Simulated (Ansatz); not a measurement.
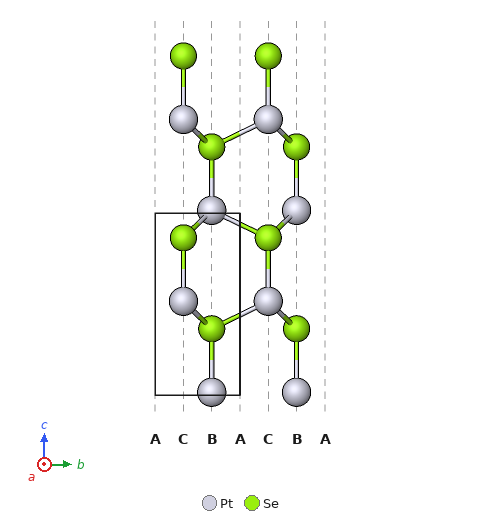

Projection along an edge of the hexagonal mesh, stacking direction c upwards. The dashed lines mark the three columns A (0, 0), B (1/3, 2/3) and C (2/3, 1/3). The sequence starts with the first layer at or above the cell's origin.

PtSe. Coordinates: coordinates from a relaxation with DFT PBE, scalar-relativistic, plane waves, PAW in Ansatz 0.2.0; the starting structure was generated, so it need not be a known form of this composition.

### Read off the stacking sequence over one period.

Pt(B) – Se(B) – Pt(C) – Se(C) (four layers in 7.12 Å).

### How are the Se layers alone stacked?

Se layers alone: BC, the hexagonal close-packed type.

### Which positions between or in the Se layers do the other atoms fill?

Pt: two tetrahedral sites in each hexagonal cell.

### What short polytype symbol fits?

Polytype symbol 2H, the symbol of a tetrahedral polytype (number of double layers in the repeat and lattice).

Heights of the layers:

| layer | atoms (column) | height (Å) | to next (Å) |
| --- | --- | --- | --- |
| 1 | Pt(B) | 0.12 | 2.48 |
| 2 | Se(B) | 2.60 | 1.08 |
| 3 | Pt(C) | 3.68 | 2.48 |
| 4 | Se(C) | 6.17 | 1.08 |
